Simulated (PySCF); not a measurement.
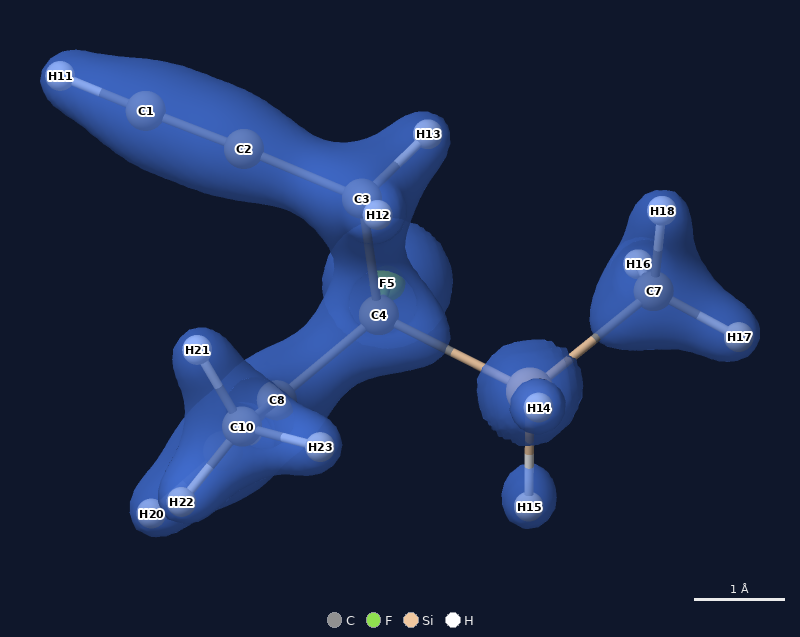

Figure 1: C8H13FSi. Isosurface of the electron density at 1 e/Å³ (blue), seen across its widest extent.

Geometry: GFN2-xTB.

All numbers below come from PBE0/pcSseg-1, SCF density, gas phase, non-relativistic in PySCF 2.14.0.

Input file:

```
{"job": {"kind": "nmr", "xc": "PBE0", "basis": "pcSseg-1"}, "charge": 0, "multiplicity": 1}
C     -2.123570     2.700361    -0.428400
C     -1.153290     2.128779    -0.024438
C      0.012342     1.397584     0.429105
C      0.175279     0.059906    -0.310216
F      0.598133     0.370842    -1.613352
Si     1.616824    -1.014825     0.421240
C      3.247610    -0.104520     0.107270
C     -1.102918    -0.723925    -0.384396
C     -1.553144    -1.226780    -1.523488
C     -1.813754    -0.932381     0.918769
H     -2.967234     3.217837    -0.774817
H     -0.061419     1.214074     1.503359
H      0.903370     2.002735     0.240084
H      1.384893    -1.176530     1.864170
H      1.564659    -2.306675    -0.262633
H      3.332390     0.196586    -0.933375
H      4.092429    -0.746560     0.336483
H      3.340160     0.787699     0.721223
H     -1.045250    -1.063808    -2.457417
H     -2.459129    -1.806951    -1.562208
H     -2.272487    -0.001721     1.251402
H     -2.598238    -1.675457     0.802255
H     -1.122409    -1.269287     1.689459
```

Command:

```sh
OMP_NUM_THREADS=1 python probes_run.py task.json out
```

What does this surface tell about the bonding?

Answer. At this value the surface falls into five separate pieces. It bridges the sampled C–C (1.20 Å), C–F (1.40 Å) and C–H (1.05 Å) contacts, where the density stays above the isovalue. It is pinched off along the sampled C–Si (1.89 Å) contacts. On the grid the lowest density along these lines, outside the cores, is 2.8 e/Å³ (C–C, 1.20 Å), 1.5 e/Å³ (C–F, 1.40 Å), 0.79 e/Å³ (C–Si, 1.89 Å) and 2 e/Å³ (C–H, 1.05 Å).
